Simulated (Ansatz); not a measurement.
**CH2F2 (difluoromethane) at PBE0/STO-3G**

Aim: the electronic atomisation energy of CH2F2 (difluoromethane) at PBE0/STO-3G, from 4 runs. 

The results are computed with Ansatz 0.2.0.

44 further runs of the same task are left out: 1 that didn't finish, 43 set aside as unsound or not needed.

## Step 1: The molecule

CH2F2 has 5 atoms, charge 0, and is taken as a singlet. As SMILES, `FCF`. Geometry: relaxed at PBE0-D4/def2-TZVP.

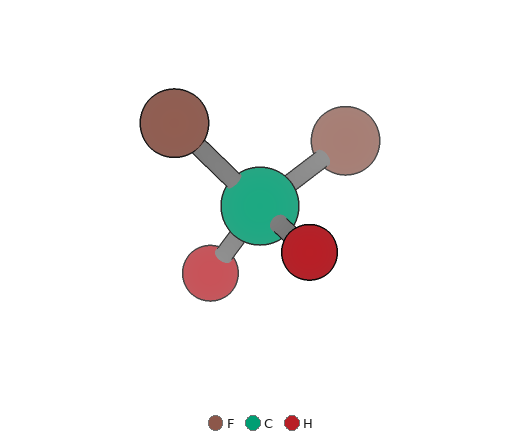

The structure, seen from a chosen angle (fluorine brown, carbon teal, hydrogen red).

## Step 2: A single-point energy at PBE0/STO-3G

Input file molecule.yaml:

```yaml
crystal:
  periodic: [false, false, false]
  atoms:
    - {symbol: F, position_ang: [-1.073300, 0.191200, 0.698300]}
    - {symbol: C, position_ang: [0.010100, -0.016900, -0.082300]}
    - {symbol: F, position_ang: [1.090500, -0.179200, 0.713200]}
    - {symbol: H, position_ang: [-0.142700, -0.932900, -0.659500]}
    - {symbol: H, position_ang: [0.165300, 0.864200, -0.711100]}
basis:
  gaussian: {orbitals: STO-3G}
hamiltonian: {xc: pbe0}
accuracy: high
```

The run is started by

```sh
$ ansatz run molecule.yaml --threads 1 --pin off --max-ram 2610MiB --events-out events.jsonl --progress --plain --runs-dir runs
```

Log:

```text
Warning: RAYON_NUM_THREADS=1 ignored (pool sized by the plan → 1); use --threads N
Functional definition: PBE0
  name "PBE0"
  parameter a = 0.25
  parameter kappa = 0.804
  parameter beta = 0.06672455060314922
  exchange = (1 - a)*pbe_x(kappa = kappa, mu = beta*pi^2/3) + a*exact_x
  correlation = pbe_c(beta = beta)
295 factors; integrals over basis functions are off by at most 3.5e-8 eV
mean field evaluation 1: about -6403.8971 eV, gradient 2.1e1 eV
mean field evaluation 2: about -6404.1675 eV, gradient 2.0e1 eV
mean field evaluation 4: about -6405.2311 eV, gradient 2.2e-1 eV
mean field evaluation 8: about -6405.2375 eV, gradient 3.2e-4 eV
mean field -6405.23754698 eV, -235.3881382254 hartree, gradient 3.6e-8 eV, S^2 0.000000; 0 other end points of the search recorded, 0 dependent functions left out
reference -6405.23754796 eV, -235.3881382617 hartree; 13, 13 occupied and 4, 4 virtual orbitals, 295 factors
Total energy: -6405.23754796 eV, -235.3881382617 hartree
```

It took 0.74 s on 1 thread of Arm Neoverse V2, shared host; peak memory 0.09 GiB.

## Step 3: The C atom, same level

Input file input.yaml:

```yaml
crystal:
  periodic: [false, false, false]
  atoms:
    - {symbol: C, position_ang: [0.000000, 0.000000, 0.000000]}
basis:
  gaussian:
    orbitals: STO-3G
magnetization:
  spin_polarized: true
  initial_magnetization: 2
accuracy: high
hamiltonian:
  xc: {name: PBE0}
```

Run the same way, it converges to -37.30347 Eh (log not shown).

## Step 4: The F atom at the same level

Input file molecule.yaml:

```yaml
crystal:
  periodic: [false, false, false]
  atoms:
    - {symbol: F, position_ang: [0.000000, 0.000000, 0.000000]}
basis:
  gaussian:
    orbitals: STO-3G
magnetization:
  spin_polarized: true
  initial_magnetization: 1
hamiltonian:
  xc: pbe0
accuracy: high
```

Run the same way, it converges to -98.20282 Eh (log not shown).

## Step 5: The H atom, same level

Input file input.yaml:

```yaml
crystal:
  periodic: [false, false, false]
  atoms:
    - {symbol: H, position_ang: [0.000000, 0.000000, 0.000000]}
basis:
  gaussian:
    orbitals: STO-3G
magnetization:
  spin_polarized: true
  initial_magnetization: 1
hamiltonian:
  xc: pbe0
accuracy: high
```

Run the same way, it converges to -0.46651 Eh (log not shown).

## Step 6: What came out

At PBE0/STO-3G:

| quantity | value |
| --- | --- |
| molecule: total energy | -235.38814 Eh |
| C atom: total energy | -37.30347 Eh |
| C atom: ⟨S²⟩ | 2.000 |
| F atom: total energy | -98.20282 Eh |
| F atom: ⟨S²⟩ | 0.750 |
| H atom: total energy | -0.46651 Eh |
| H atom: ⟨S²⟩ | 0.750 |
| electronic atomisation energy | 20.300 eV |

What this shows: Taking the molecule apart into free atoms costs 20.30 eV (1959 kJ/mol), before zero-point energy and without spin-orbit coupling. In a minimal basis such a difference can be off by several eV, whatever the method.
